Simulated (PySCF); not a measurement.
**C2H4Si (SMILES C#C[SiH3]): levels of theory compared**

Wanted: a comparison of 6 runs (B3LYP/6-31G*, BHLYP/6-311+G**, BLYP/6-311+G**, wB97M-V/6-311+G**, SCS-MP2/6-311+G**, CCSD(T)/6-311+G**) of C2H4Si. 

Program for the calculation: PySCF 2.14.0.

3 further runs of the same task are left out: 3 set aside as unsound or not needed.

## 1. The system as given

C2H4Si: 7 atoms, total charge 0, spin state singlet. SMILES: `C#C[SiH3]`. Geometry: relaxed at PBE0-D4/def2-TZVP.

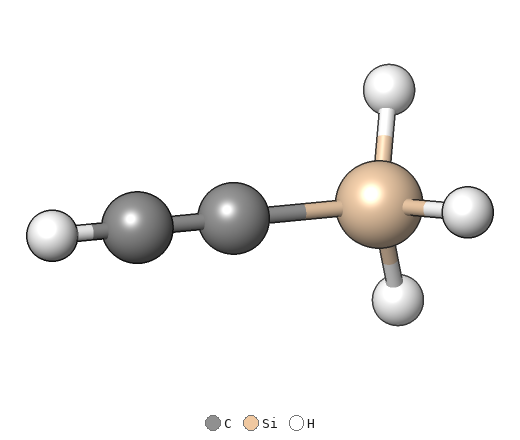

Viewed from a chosen angle; carbon grey, silicon light orange, hydrogen white.

## 2. The energy at B3LYP/6-31G(d) (spherical functions) (run 1)

File job.py:

```python
from pyscf import gto, dft

molecule = gto.M(
    atom='''
C     -1.097364    -3.536433     0.325411
C     -0.412905    -1.372886     0.117919
Si     0.623232     1.897852    -0.196154
H     -1.702643    -5.449025     0.508903
H     -0.178579     2.888068    -2.692860
H     -0.532336     3.435711     1.842294
H      3.416436     2.008590     0.008315
''',
    basis='6-31g*',
    charge=0,
    max_memory=1860,
    unit='bohr',
    verbose=4,
)

mf = dft.RKS(molecule)
mf.xc = 'b3lyp'
mf.grids.level = 5
mf.conv_tol = 1e-10
mf.kernel()
if not mf.converged:
    mf = mf.newton().run(mf.mo_coeff, mf.mo_occ)

e_final = mf.e_tot
print(f'total energy: {e_final:.8f} hartree')
```

The run is started by

```console
$ OMP_NUM_THREADS=1 python job.py
```

What it wrote:

```text
PySCF version 2.14.0

[... 73 lines left out ...]
converged SCF energy = -368.035587008734
total energy: -368.03558701 hartree
```

Wall time 6.9 s (1 thread of Arm Neoverse V2, shared host); peak memory 0.3 GiB.

## 3. A single-point energy at BHLYP/6-311+G(d,p) (run 2)

File calc.py:

```python
from pyscf import gto, dft

mol = gto.Mole()
mol.atom = '''
C     -1.097364    -3.536433     0.325411
C     -0.412905    -1.372886     0.117919
Si     0.623232     1.897852    -0.196154
H     -1.702643    -5.449025     0.508903
H     -0.178579     2.888068    -2.692860
H     -0.532336     3.435711     1.842294
H      3.416436     2.008590     0.008315
'''
mol.charge = 0
mol.verbose = 4
mol.unit = 'bohr'
mol.max_memory = 1860
mol.basis = '6-311+g**'
mol.spin = 0
mol.build()

calc0 = dft.RKS(mol, xc='bhandhlyp')
calc0.grids.level = 5
calc0.conv_tol = 1e-10
calc0.kernel()
if not calc0.converged:
    calc0 = calc0.newton().run(calc0.mo_coeff, calc0.mo_occ)

e_tot = calc0.e_tot
print('E = %.10f Eh' % e_tot)
```

The run is started by

```console
$ OMP_NUM_THREADS=1 python calc.py
```

What it wrote:

```text
PySCF version 2.14.0

[... 73 lines left out ...]
converged SCF energy = -368.014769919019
E = -368.0147699190 Eh
```

It took 13 s on 1 thread of Arm Neoverse V2, shared host; peak memory 0.48 GiB.

Run 3 isn't shown in full; the table further down has it.

## 4. The energy at wB97M-V/6-311+G(d,p) (run 4)

File run.py:

```python
# C#C[SiH3]
from pyscf import gto, dft

molecule = gto.M(
    atom='''
C       -0.580700      -1.871400       0.172200
C       -0.218500      -0.726500       0.062400
Si       0.329800       1.004300      -0.103800
H       -0.901000      -2.883500       0.269300
H       -0.094500       1.528300      -1.425000
H       -0.281700       1.818100       0.974900
H        1.807900       1.062900       0.004400
''',
    spin=0,
    verbose=3,
    charge=0,
    max_memory=1860,
    basis='6-311+g**',
)

ks = dft.RKS(molecule, xc='wb97m-v')
ks.grids.level = 5
ks.nlcgrids.level = 1
ks.conv_tol = 1e-10
ks.kernel()
if not ks.converged:
    ks = ks.newton().run(ks.mo_coeff, ks.mo_occ)

e_tot = ks.e_tot
print('Final energy', e_tot)
```

The run is started by

```console
$ OMP_NUM_THREADS=1 python run.py
```

What it wrote:

```text
converged SCF energy = -368.000443597202
Final energy -368.00044359720164
```

Wall time 63 s (1 thread of Arm Neoverse V2, shared host); peak memory 0.54 GiB.

Run 5 isn't shown in full; the table further down has it.

## 5. A single-point energy at CCSD(T)/6-311+G(d,p) (run 6)

File start.xyz:

```xyz
7
C2H4Si
C     -0.580700    -1.871400     0.172200
C     -0.218500    -0.726500     0.062400
Si     0.329800     1.004300    -0.103800
H     -0.901000    -2.883500     0.269300
H     -0.094500     1.528300    -1.425000
H     -0.281700     1.818100     0.974900
H      1.807900     1.062900     0.004400
```

File job.py:

```python
from pyscf import gto, cc

system = gto.Mole()
system.atom = 'start.xyz'
system.verbose = 4
system.charge = 0
system.basis = '6-311+g**'
system.max_memory = 1860
system.build()

hf = system.RHF()
hf.conv_tol = 1e-10
hf.kernel()
if not hf.converged:
    hf = hf.newton().run(hf.mo_coeff, hf.mo_occ)

mycc = cc.CCSD(hf, frozen=7)
mycc.kernel()
e_t = mycc.ccsd_t()
etot = mycc.e_tot + e_t
print('E(%s) = %.9f' % ('CCSD(T)', etot))
```

The run is started by

```console
$ OMP_NUM_THREADS=1 python job.py
```

What it wrote:

```text
PySCF version 2.14.0

[... 61 lines left out ...]
converged SCF energy = -366.960764468429
[... 12 lines left out ...]
Init t2, MP2 energy = -367.331016383571  E_corr(MP2) -0.370251915141327
[... 11 lines left out ...]
CCSD converged
[... 2 lines left out ...]
E(CCSD(T)) = -367.380262092
```

Wall time 23 s (1 thread of Arm Neoverse V2, shared host); peak memory 0.55 GiB.

## 6. Overview of the runs

```
run                               level  nlc grid  integration grid  energy (Eh)  dipole moment (D) of the reference  HOMO energy (eV)  LUMO energy (eV)  wall time
  1  B3LYP/6-31G* (spherical functions)         –                 5  -368.035587                                0.47             -7.71              0.24      6.9 s
  2                     BHLYP/6-311+G**         –                 5  -368.014770                                0.34             -9.36              0.48       13 s
  3                      BLYP/6-311+G**         –                 5  -368.030115                                0.30             -6.94             -0.90       13 s
  4                   wB97M-V/6-311+G**         1                 5  -368.000444                                0.36            -10.58              0.72       63 s
  5                   SCS-MP2/6-311+G**         –                 –  -367.335283                                0.42            -11.02              1.40      1.9 s
  6                   CCSD(T)/6-311+G**         –                 –  -367.380262                                0.42            -11.02              1.40       23 s
```

## 7. Outcome

| quantity | value |
| --- | --- |
| run 6: total energy | -367.38026 Eh |
| run 6: dipole moment (Hartree–Fock density) | 0.42 D |
| run 6: HOMO energy (Hartree–Fock orbitals) | -11.02 eV |
| run 6: LUMO energy (Hartree–Fock orbitals) | 1.40 eV |
| run 6: HOMO–LUMO gap (Hartree–Fock orbitals) | 12.42 eV |
| run 6: correlation energy (7 core orbitals frozen) | -419.5 mEh |
| run 6: (T) correction | -16.96 mEh |
| run 6: T1 diagnostic | 0.013 |

**Reading.** Over runs 1, 2, 3, 4 the dipole moment (its size) runs from 0.30 D (BLYP/6-311+G**) to 0.47 D (B3LYP/6-31G*). The two ends differ in method and basis. Over runs 1, 2, 3, 4 the HOMO–LUMO gap runs from 6.03 eV (BLYP/6-311+G**) to 11.30 eV (wB97M-V/6-311+G**). Totals of different functionals can't be ranked against each other. All runs together took 2 min, the longest 63 s.
